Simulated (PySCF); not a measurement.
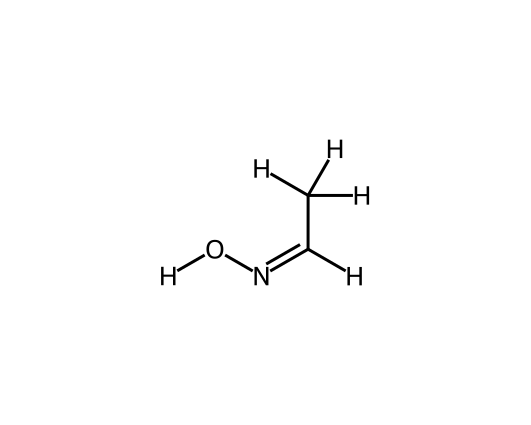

Skeletal drawing of a molecule.

Give its SMILES.

Answer. C/C=N\O

Give the formula, hydrogens included.

Answer. C2H5NO.

An optimisation with PBE0-D3(BJ)/def2-SVP gave a structure of which point group?

Answer. Cs.

The parts below concern this one geometry. Atoms keep their numbers from picture to picture. Computed geometry: PBE0-D3(BJ)/def2-SVP optimisation. No frequency run is at hand to confirm it as a minimum.

### Geometry

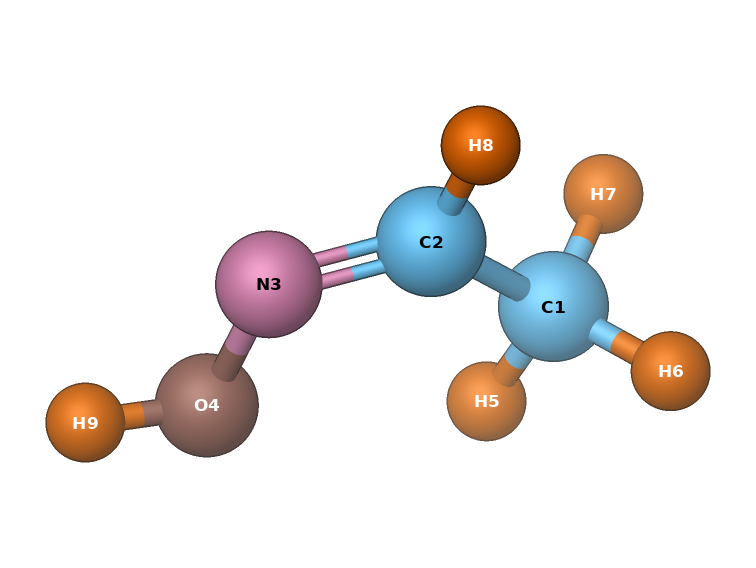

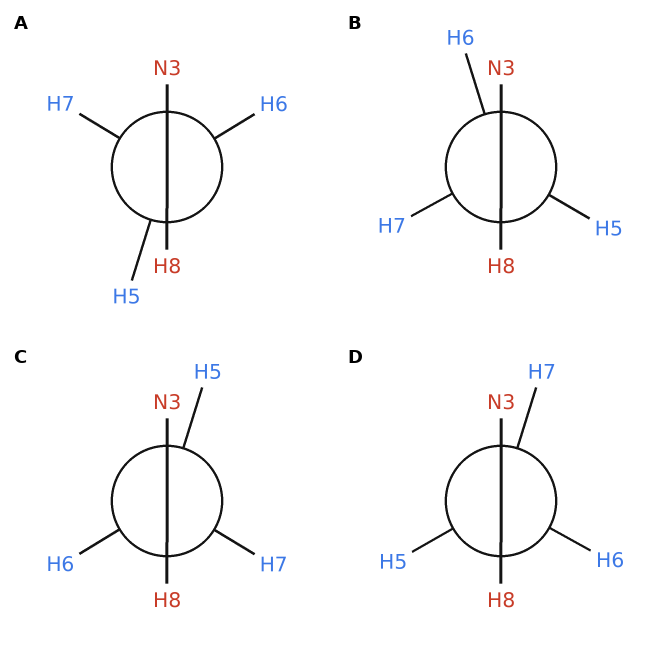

Distant atoms are faded towards the background colour. Bonds that would overlap in a projection are set slightly apart. No frequency run is at hand to confirm it as a minimum.

Which Newman projection shows the view along C2–C1, with C2 in front?

Answer. C. The torsion angle N3–C2–C1–H5 is 0°, synperiplanar (eclipsed).

### Spin–spin coupling

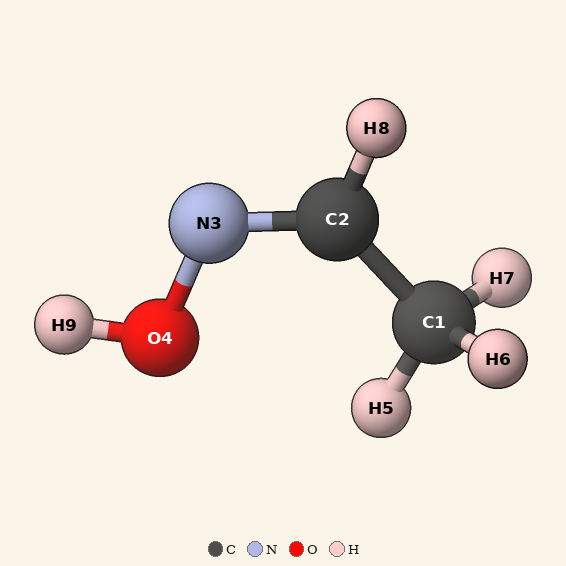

No frequency run is at hand to confirm it as a minimum. Method: B3LYP/aug-cc-pVTZ-J indirect spin-spin coupling, non-relativistic, gas phase (PySCF 2.14.0). Isotopes: 13C, 1H, 15N, 17O.

Give the spin–spin coupling constants of these pairs, with the number of bonds between them: C1/H7, C2/H8, C1/N3, C2/H7, C2/H6, C2/O4, N3/H8, N3/H9, H5/H7, C1/O4, C2/H9.

```csv
pair,bonds apart,J (Hz)
"C1, H7",1,134.3
"C2, H8",1,188.6
"C1, N3",2,1.6
"C2, H7",2,−6.5
"C2, H6",2,−6.5
"C2, O4",2,−6.9
"N3, H8",2,−20.0
"N3, H9",2,−2.7
"H5, H7",2,−14.0
"C1, O4",3,−8.2
"C2, H9",3,11.7
```

### Electronic properties

No frequency run is at hand to confirm it as a minimum. Level of theory: LDA/pcJ-1, gas phase (PySCF 2.14.0).

Give the HOMO energy (Kohn–Sham orbital) at this level.

Answer. −6.11 eV.

Give the dipole moment at this level.

Answer. 0.56 D.

Estimate the HOMO–LUMO gap.

Answer. 5.14 eV.

### Quadrupole coupling

No frequency run is at hand to confirm it as a minimum. Electric field gradients from the ground-state density, B3LYP/pcJ-2 (PySCF 2.14.0), non-relativistic apart from any core potentials.

Give the largest field-gradient component, the quadrupole coupling constant and the asymmetry for 14N at N3 (Q = 20.44 mb), 17O at O4 (Q = −25.6 mb), 2H at H5 (Q = 2.86 mb), 2H at H6 (Q = 2.86 mb), 2H at H8 (Q = 2.86 mb), 2H at H9 (Q = 2.86 mb).

| atom | V_zz (a.u.) | e²qQ/h (MHz) | η |
| --- | --- | --- | --- |
| N3 | −1.300 | −6.24 | 0.51 |
| O4 | 1.989 | −11.96 | 0.90 |
| H5 | 0.260 | 0.175 | 0.02 |
| H6 | 0.260 | 0.175 | 0.03 |
| H8 | 0.261 | 0.175 | 0.08 |
| H9 | 0.431 | 0.290 | 0.16 |
